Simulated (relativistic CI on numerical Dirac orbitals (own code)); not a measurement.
# Mo²⁺: one ion under different settings

Aim: see what numerical and physical settings do to the SCF, the total energy and the lowest levels of Mo²⁺.

The numbers are computed with relativistic CI on numerical Dirac orbitals (own code) version 3 (Dirac-Coulomb-Breit CI, KLI orbitals optimised for each configuration, model QED (radiative potential, 1s self-energy scaled to tabulated hydrogen-like ionisation energies), numerical settings as typed), except any that are marked as measured or tabulated.

### 1 Starting point

```
ion            : Mo²⁺ (Mo III)
nuclear charge : 42
electrons      : 40
isotope        : A = 98
```

### 2 Usual settings

The run's settings:

```ini
atom Mo  Z=42  charge=2  electrons=40
nucleus A=98  rms_radius_fm=4.4091
hamiltonian dirac-coulomb  breit=on  qed=on  c_scale=1
orbitals kli  potential=per-configuration
slater_scale 1
correlation none
mixing on
grid step=0.0125 r_max=49.7
scf mixing=0.4 start=green max_iterations=150 tolerance=2e-08 node_fill=0.05
configurations
  [Kr] 4d4
end
```

The run is started by

```sh
$ python run_levels.py task.json out
```

One command runs all members of the session, one after another, from task.json.

### 3 Potential mixing 0.1

Settings: those of step 2 with these lines changed.

```diff
@@ -8,3 +8,3 @@
 grid step=0.0125 r_max=49.7
-scf mixing=0.4 start=green max_iterations=150 tolerance=2e-08 node_fill=0.05
+scf mixing=0.1 start=green max_iterations=150 tolerance=2e-08 node_fill=0.05
 configurations
```

### 4 Tolerance 1e-05, start potential previous

Settings: those of step 3 with these lines changed.

```diff
@@ -8,3 +8,3 @@
 grid step=0.0125 r_max=49.7
-scf mixing=0.1 start=green max_iterations=150 tolerance=2e-08 node_fill=0.05
+scf mixing=0.4 start=previous max_iterations=150 tolerance=1e-05 node_fill=0.05
 configurations
```

### 5 Start potential previous

Settings: those of step 4 with these lines changed.

```diff
@@ -8,3 +8,3 @@
 grid step=0.0125 r_max=49.7
-scf mixing=0.4 start=previous max_iterations=150 tolerance=1e-05 node_fill=0.05
+scf mixing=0.4 start=previous max_iterations=150 tolerance=2e-08 node_fill=0.05
 configurations
```

### 6 Start potential previous, Slater scale 0.6

Settings: those of step 5 with these lines changed.

```diff
@@ -4,3 +4,3 @@
 orbitals kli  potential=per-configuration
-slater_scale 1
+slater_scale 0.6
 correlation none
```

(Steps that only read results are left out.)

**Question.** What will these runs give? Wanted: lowest level, usual settings; total energy; first excitation.

The runs gave:

| setting | total energy less usual (Ha) | largest shift of a level among the lowest eight of both runs, same label and place (cm⁻¹) | SCF iterations | time | lowest level | kind of change |
| --- | --- | --- | --- | --- | --- | --- |
| usual | 0 | 0 | 11 | 0.095 s | 4d4 5D0 | - |
| potential mixing 0.1 | 0 | 0 | 13 | 0.1 s | 4d4 5D0 | numerical |
| tolerance 1e-05, start potential previous | -1.24e-07 | 0.0519 | 8 | 0.087 s | 4d4 5D0 | numerical |
| start potential previous | 0 | 0 | 11 | 0.097 s | 4d4 5D0 | numerical |
| start potential previous, Slater scale 0.6 | 0.0411 | 6660 | 11 | 0.093 s | 4d4 5D0 | model term |

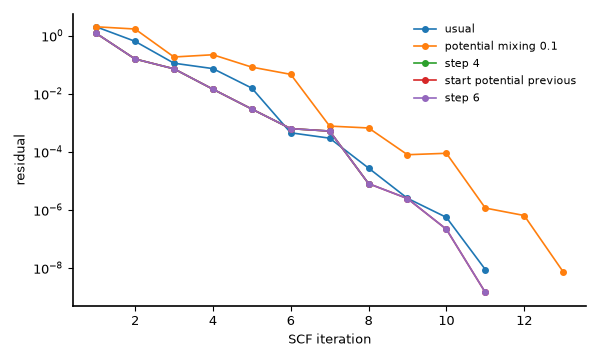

Residual of the first configuration's SCF.

```
                    quantity          value
lowest level, usual settings        4d4 5D0
                total energy  -4042.4785 Ha
            first excitation     199.3 cm⁻¹
```

In words: Among the runs whose levels can be followed, they move most under «start potential previous, Slater scale 0.6» (model term), by up to 6660 cm⁻¹. No visible change in the result comes from «potential mixing 0.1» or «tolerance 1e-05, start potential previous» or «start potential previous». Only the listed configurations are in the model. Near neutrality, missing correlation can shift configurations against each other by thousands of cm⁻¹.
